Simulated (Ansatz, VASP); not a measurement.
# Cross-check of Ni (Ni(100)) between VASP and Ansatz, part 2 of 2

Wanted: the spread between two codes on one cell, functional and k mesh.

VASP 6.6.1 and Ansatz 0.2.0.

So far: The starting structure; Ansatz: band structure, PBE.

**3. VASP: band structure, PBE**

Level of this step: PBE, spin-polarised from a ferromagnetic start; plane waves and PAW (Ni) (VASP).

The same cell, functional, mesh and smearing now go to VASP, with its own data sets and cutoff.

Lines of VASP's logs that name or quote its potential files are left out, and so is its time.

The input, INCAR:

```
SYSTEM = Ni
PREC = Normal
ENCUT = 300
EDIFF = 1E-06
NELM = 120
ISMEAR = -1
SIGMA = 0.1
LREAL = .FALSE.
ALGO = Fast
GGA = PE
NBANDS = 62
ISPIN = 2
MAGMOM = 1 1 1 1 1 1 1
LASPH = .TRUE.
LMAXMIX = 4
LORBIT = 11
LWAVE = .FALSE.
LCHARG = .TRUE.
IDIPOL = 3
LDIPOL = .TRUE.
DIPOL = 0.5 0.5 0.5
LVHAR = .TRUE.
LVACPOTAV = .TRUE.
LELF = .TRUE.
NEDOS = 1500
```

The input, POSCAR:

```
Ni
1.0
    2.4890158698      0.0000000000      0.0000000000
    0.0000000000      2.4890158698      0.0000000000
    0.0000000000      0.0000000000     28.5600000000
Ni
7
Direct
    0.0000000000      0.0000000000      0.3151260504
    0.5000000000      0.5000000000      0.3767507003
    0.0000000000      0.0000000000      0.4383753501
    0.5000000000      0.5000000000      0.5000000000
    0.0000000000      0.0000000000      0.5616246499
    0.5000000000      0.5000000000      0.6232492997
    0.0000000000      0.0000000000      0.6848739496
```

The input, KPOINTS:

```
Automatic mesh
0
Gamma
20 20 1
0 0 0
```

The input, KPOINTS_OPT:

```
Line mode
14
Line-mode
Reciprocal
  0.50000000   0.50000000   0.00000000 M
  0.00000000   0.00000000   0.00000000 GAMMA

  0.00000000   0.00000000   0.00000000 GAMMA
  0.00000000   0.50000000   0.00000000 X

  0.00000000   0.50000000   0.00000000 X
  0.50000000   0.50000000   0.00000000 M
```

Potentials, in the order of the species: Ni (PBE family, release 64).

The run is started by

```console
$ mpirun -np 2 vasp_std
```

Numbers of over 12 decimals in the logs are rounded to 6 here.

Output:

```text
[banner, memory and clock lines left out]
running    2 mpi-ranks, on    1 nodes
 distrk:  each k-point on    2 cores,    1 groups
 distr:  one band on    1 cores,    2 groups

 POSCAR found type information on POSCAR Ni
 POSCAR found :  1 types and       7 ions
 LDA part: xc-table for (Slater+PW92), standard interpolation
 POSCAR, INCAR and KPOINTS ok, starting setup
 FFT: planning ... GRIDC
 FFT: planning ... GRID_SOFT
 FFT: planning ... GRID
 WAVECAR not read
 entering main loop
       N       E                     dE             d eps       ncg     rms          rms(c)
DAV:   1     0.422871869448E+03    0.42287E+03   -0.21864E+04 16552   0.873E+02
DAV:   2    -0.217397939778E+01   -0.42505E+03   -0.39295E+03 16502   0.236E+02
DAV:   3    -0.426119341845E+02   -0.40438E+02   -0.37644E+02 18044   0.919E+01
DAV:   4    -0.434348527823E+02   -0.82292E+00   -0.82080E+00 18314   0.156E+01
DAV:   5    -0.434542159857E+02   -0.19363E-01   -0.19362E-01 23790   0.150E+00    0.250E+01
RMM:   6    -0.475907729102E+02   -0.41366E+01   -0.44305E+01 19584   0.422E+01    0.362E+01
RMM:   7    -0.522607588991E+02   -0.46700E+01   -0.99834E+00 19702   0.175E+01    0.409E+01
RMM:   8    -0.417805666855E+02    0.10480E+02   -0.38923E+00 18790   0.121E+01    0.313E+01
RMM:   9    -0.369202126090E+02    0.48604E+01   -0.24921E+00 18882   0.945E+00    0.113E+01
RMM:  10    -0.407962476517E+02   -0.38760E+01   -0.27183E+00 20328   0.926E+00    0.354E+01
RMM:  11    -0.377297873157E+02    0.30665E+01   -0.22638E+00 19612   0.916E+00    0.238E+01
RMM:  12    -0.358465784266E+02    0.18832E+01   -0.31319E-01 18559   0.339E+00    0.463E+00
RMM:  13    -0.358816015799E+02   -0.35023E-01   -0.41562E-02 19475   0.987E-01    0.482E+00
RMM:  14    -0.358327115133E+02    0.48890E-01   -0.11278E-01 20372   0.155E+00    0.408E+00
[...]
RMM:  28    -0.367335681755E+02   -0.36418E-01   -0.62524E-04 21814   0.873E-02    0.179E-01
RMM:  29    -0.367641667626E+02   -0.30599E-01   -0.21968E-04 21455   0.596E-02    0.962E-02
RMM:  30    -0.368057281068E+02   -0.41561E-01   -0.43139E-04 22146   0.763E-02    0.585E-02
RMM:  31    -0.368201708364E+02   -0.14443E-01   -0.87374E-05 21483   0.395E-02    0.615E-02
RMM:  32    -0.368251008956E+02   -0.49301E-02   -0.21983E-05 21179   0.208E-02    0.271E-02
RMM:  33    -0.368270123566E+02   -0.19115E-02   -0.11598E-05 20177   0.145E-02    0.143E-02
RMM:  34    -0.368279898922E+02   -0.97754E-03   -0.43429E-06 18441   0.918E-03    0.169E-02
RMM:  35    -0.368284638726E+02   -0.47398E-03   -0.28104E-06 17696   0.781E-03    0.605E-03
WARNING in EDDRMM: call to ZHEGV failed, returncode =   6  3     31
RMM:  36    -0.368286203384E+02   -0.15647E-03   -0.11721E-06 16467   0.479E-03    0.967E-03
RMM:  37    -0.368286501597E+02   -0.29821E-04   -0.51706E-07 15535   0.361E-03    0.550E-03
RMM:  38    -0.368286702623E+02   -0.20103E-04   -0.51013E-07 15823   0.358E-03    0.390E-03
RMM:  39    -0.368286770710E+02   -0.68087E-05   -0.16910E-07 15245   0.215E-03    0.229E-03
RMM:  40    -0.368286819201E+02   -0.48491E-05   -0.12382E-07 15124   0.192E-03    0.105E-03
RMM:  41    -0.368286836668E+02   -0.17467E-05   -0.52606E-08 14419   0.139E-03    0.702E-04
RMM:  42    -0.368286845678E+02   -0.90103E-06   -0.25153E-08 13348   0.101E-03
|                                                                             |
|           W    W    AA    RRRRR   N    N  II  N    N   GGGG   !!!           |
|           W    W   A  A   R    R  NN   N  II  NN   N  G    G  !!!           |
|           W    W  A    A  R    R  N N  N  II  N N  N  G       !!!           |
|           W WW W  AAAAAA  RRRRR   N  N N  II  N  N N  G  GGG   !            |
|           WW  WW  A    A  R   R   N   NN  II  N   NN  G    G                |
|           W    W  A    A  R    R  N    N  II  N    N   GGGG   !!!           |
|                                                                             |
|     Did not find any points to average over, which means that no vacuum     |
|     field-free region was found. Please increase the size of  your cell     |
|     in the dimension of the dipole correction to obtain accurate            |
|     workfunction values.                                                    |
|                                                                             |

   1 F= -.36828685E+02 E0= -.36627481E+02  d E =-.402408E+00  mag=     4.5603
 Start KPOINTS_OPT (optional k-point list driver)
k-point batch [1-42\42]
       N       E                     dE             ncg
DAV:   1     0.166808874133E+05   -0.52841E+05    10440
DAV:   2    -0.302924186106E+03   -0.16984E+05    10502
DAV:   3    -0.185241427054E+04   -0.15495E+04    11614
DAV:   4    -0.188316008826E+04   -0.30746E+02    11528
DAV:   5    -0.188401512930E+04   -0.85504E+00    15310
DAV:   6    -0.188402144390E+04   -0.63146E-02    12170
DAV:   7    -0.188402168776E+04   -0.24385E-03    15500
DAV:   8    -0.188402168997E+04   -0.22122E-05     8212
DAV:   9    -0.188402169023E+04   -0.26066E-06     6950
```

OUTCAR, selected parts (step 3):

```text
ion  position               nearest neighbor table
   1  0.000  0.000  0.315-   2 2.49   2 2.49   2 2.49   2 2.49
   2  0.500  0.500  0.377-   3 2.49   3 2.49   3 2.49   3 2.49   1 2.49   1 2.49   1 2.49   1 2.49

  LATTYP: Found a simple tetragonal cell.
 ALAT       =     2.4890158698
 C/A-ratio  =    11.4744145855

 Subroutine GETGRP returns: Found 16 space group operations
 (whereof 16 operations were pure point group operations)

The static configuration has the point symmetry D_4h.

 Found     66 irreducible k-points:

   k-points           NKPTS =     66   k-points in BZ     NKDIM =     66   number of bands    NBANDS=     62

   dimension x,y,z NGX =    12 NGY =   12 NGZ =  126
   dimension x,y,z NGXF=    24 NGYF=   24 NGZF=  252

   ENCUT  =  300.0 eV  22.05 Ry    4.70 a.u.   3.52  3.52 40.33*2*pi/ulx,y,z

   NELECT =      70.0000    total number of electrons

 k-points in reciprocal lattice and weights: Automatic mesh
   0.00000000  0.00000000  0.00000000       0.003
   0.05000000  0.00000000  0.00000000       0.010
   0.10000000  0.00000000  0.00000000       0.010
   0.15000000  0.00000000  0.00000000       0.010
   0.20000000  0.00000000  0.00000000       0.010
   0.25000000  0.00000000  0.00000000       0.010
   0.30000000  0.00000000  0.00000000       0.010
   0.35000000  0.00000000  0.00000000       0.010
   0.40000000  0.00000000  0.00000000       0.010
[...]
0.50000000  0.45000000  0.00000000       0.010
   0.50000000  0.50000000  0.00000000       0.003

 dipolmoment           0.000000      0.000000     -0.000000 electrons x Angstroem

 average (electrostatic) potential at core
       1 -89.7469       2 -90.0773       3 -90.0670       4 -90.0497       5 -90.0670
       6 -90.0773       7 -89.7469

 E-fermi :   1.3064

 spin component 1
 k-point     1 :       0.0000    0.0000    0.0000
  band No.  band energies     occupation
    ...
     37       0.7151      0.99730
     38       0.7577      0.99588
     39       0.8083      0.99318
     40       0.8083      0.99318
     41       0.9527      0.97173
     42       2.3006      0.00005
     43       3.2893      0.00000
     44       5.9508      0.00000
     45       6.1830      0.00000
     46       6.8382      0.00000
    ...

 k-point     2 :       0.0500    0.0000    0.0000
  band No.  band energies     occupation
    ...
     37       0.6836      0.99803
     38       0.6925      0.99785
     39       0.7487      0.99623
     40       0.8137      0.99280
     41       1.1819      0.77648
     42       2.4650      0.00001
     43       3.4696      0.00000
     44       6.0121      0.00000
     45       6.2477      0.00000
     46       6.8988      0.00000
    ...

 k-point     3 :       0.1000    0.0000    0.0000
  band No.  band energies     occupation
    ...
     36       0.5664      0.99939
     37       0.6555      0.99851
     38       0.6692      0.99829
     39       0.7629      0.99566
     40       0.8124      0.99290
     41       1.5827      0.05939
     42       2.8674      0.00000
     43       3.9294      0.00000
     44       6.1959      0.00000
     45       6.4421      0.00000
    ...

 k-point     4 :       0.1500    0.0000    0.0000
  band No.  band energies     occupation
    ...
     36       0.5964      0.99918
     37       0.6899      0.99790
     38       0.7792      0.99489
     39       0.7910      0.99426
     40       0.8626      0.98832
     41       2.0397      0.00065
     42       3.3940      0.00000
     43       4.5481      0.00000
     44       6.5010      0.00000
     45       6.7668      0.00000
    ...

 k-point     5 :       0.2000    0.0000    0.0000
  band No.  band energies     occupation
    ...
     36       0.5856      0.99926
     37       0.7130      0.99736
     38       0.7531      0.99606
     39       0.7772      0.99500
     40       1.1994      0.74469
     41       2.5321      0.00000
     42       3.9911      0.00000
     43       5.2560      0.00000
     44       6.9257      0.00000
     45       7.2225      0.00000
    ...

 k-point     6 :       0.2500    0.0000    0.0000
  band No.  band energies     occupation
    ...
     35       0.5329      0.99956
     36       0.6104      0.99905
     37       0.6764      0.99817
     38       0.7440      0.99640
     39       0.7559      0.99595
     40       1.5559      0.07619
     41       3.0486      0.00000
     42       4.6265      0.00000
     43       6.0099      0.00000
     44       7.4608      0.00000
    ...

  Total       -2.2138820     -2.2138820     -1.1142875      0.0000000      0.0000000      0.0000000
  in kB      -20.0470981    -20.0470981    -10.0900726      0.0000000      0.0000000      0.0000000
  external PRESSURE =     -16.7280896 kB  Pullay stress =       0.0000000 kB

  energy-cutoff  :      300.00
  volume of cell :      176.93
      direct lattice vectors                 reciprocal lattice vectors
     2.489015870  0.000000000  0.000000000     0.401765217  0.000000000  0.000000000
     0.000000000  2.489015870  0.000000000     0.000000000  0.401765217  0.000000000
     0.000000000  0.000000000 28.560000000     0.000000000  0.000000000  0.035014006

 POSITION                                       TOTAL-FORCE (eV/Angst)
 -----------------------------------------------------------------------------------
      0.00000      0.00000      9.00000         0.000000      0.000000      0.319154
      1.24451      1.24451     10.76000         0.000000      0.000000     -0.351629
      0.00000      0.00000     12.52000        -0.000000      0.000000      0.021957
      1.24451      1.24451     14.28000         0.000000      0.000000      0.000000
      0.00000      0.00000     16.04000         0.000000     -0.000000     -0.021957
      1.24451      1.24451     17.80000         0.000000      0.000000      0.351629
      0.00000      0.00000     19.56000         0.000000      0.000000     -0.319154
 -----------------------------------------------------------------------------------
    total drift:                                0.000000      0.000000     -0.000000

  FREE ENERGIE OF THE ION-ELECTRON SYSTEM (eV)
  ---------------------------------------------------
  free  energy   TOTEN  =       -36.8286845678 eV

  energy  without entropy=      -36.4262765880  energy(sigma->0) =      -36.62748058

 vacuum level on the upper side and lower side of the slab         6.185         6.185

 total charge
# of ion       s       p       d       tot
------------------------------------------
    1        0.470   0.336   8.302   9.109
    2        0.493   0.494   8.299   9.286
    3        0.498   0.497   8.301   9.295
    4        0.497   0.496   8.303   9.296
    5        0.498   0.497   8.301   9.295
    6        0.493   0.494   8.299   9.286
    7        0.470   0.336   8.302   9.109
--------------------------------------------------
tot          3.420   3.149  58.108  64.678

 magnetization (x)
# of ion       s       p       d       tot
------------------------------------------
    1       -0.002  -0.017   0.754   0.735
    2       -0.007  -0.024   0.678   0.648
    3       -0.006  -0.024   0.669   0.638
    4       -0.006  -0.024   0.649   0.619
    5       -0.006  -0.024   0.669   0.638
    6       -0.007  -0.024   0.678   0.648
    7       -0.002  -0.017   0.754   0.735
--------------------------------------------------
tot         -0.037  -0.154   4.851   4.660

[... 6 further parts left out ...]
```

**4. Comparison**

Known differences besides the PAW data sets themselves: the data sets hold 126 valence electrons in Ansatz (default PAW (the set named soft_2) files) and 70 in VASP; the cutoff is 420 eV in Ansatz and 300 eV in VASP (PREC = Normal); site moments are counted in spheres of each program's own size. Total energies have different zeros and are not compared.

Compared:

```csv
quantity,Ansatz,VASP,difference
total moment (μB),4.64,4.56,+0.08
moment on Ni1 (μB),0.77,0.73,+0.03
moment on Ni7 (μB),0.77,0.73,+0.03
moment on Ni6 (μB),0.69,0.65,+0.04
moment on Ni2 (μB),0.69,0.65,+0.04
moment on Ni5 (μB),0.68,0.64,+0.04
moment on Ni3 (μB),0.68,0.64,+0.04
moment on Ni4 (μB),0.66,0.62,+0.04
"work function, lower of the two faces (eV)",4.91,4.88,+0.03
"work function, higher of the two faces (eV)",4.91,4.88,+0.03
```

Forces (eV/Å; atoms numbered as in POSCAR):

```csv
atom,"Ansatz x, y, z","VASP x, y, z"
Ni1,"0.000, 0.000, 0.317","0.000, 0.000, 0.319"
Ni2,"0.000, 0.000, -0.353","0.000, 0.000, -0.352"
Ni3,"0.000, 0.000, 0.023","0.000, 0.000, 0.022"
Ni4,"0.000, 0.000, 0.000","0.000, 0.000, 0.000"
Ni5,"0.000, 0.000, -0.023","0.000, 0.000, -0.022"
Ni6,"0.000, 0.000, 0.353","0.000, 0.000, 0.352"
Ni7,"0.000, 0.000, -0.317","0.000, 0.000, -0.319"
```

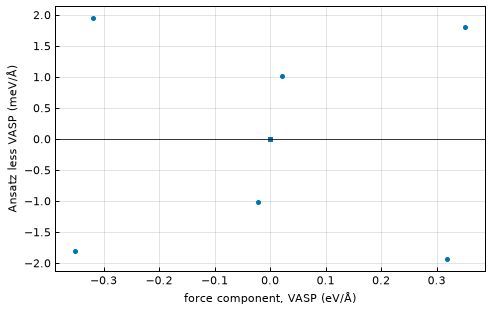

Difference of the force components against their size.

The forces differ by 0.9 meV/Å r.m.s., which is 0.6 % of the r.m.s. force of 0.15 eV/Å (both taken over all components).

**5. Summary of results**

| Quantity | Value |
| --- | --- |
| difference in work function, higher of the two faces (band structure, PBE) | 0.030 eV |

**Reading.** The difference in work function, higher of the two faces is 0.030 eV (band structure, PBE). How closely two codes agree says nothing of how well the functional describes the real material.

[Lines on the potential files, build, host, timing and source positions are cut from VASP's logs without a mark.]

[Logs are printed without paths, hosts, clocks, repeated set-up lines and the standing remarks that a program may print on its own settings, such as how far it seeks lower states.]

[Hosts, paths, dates, database ids (printed as entryN), source tags and the programs' standing remarks are cut or masked in the printed files.]
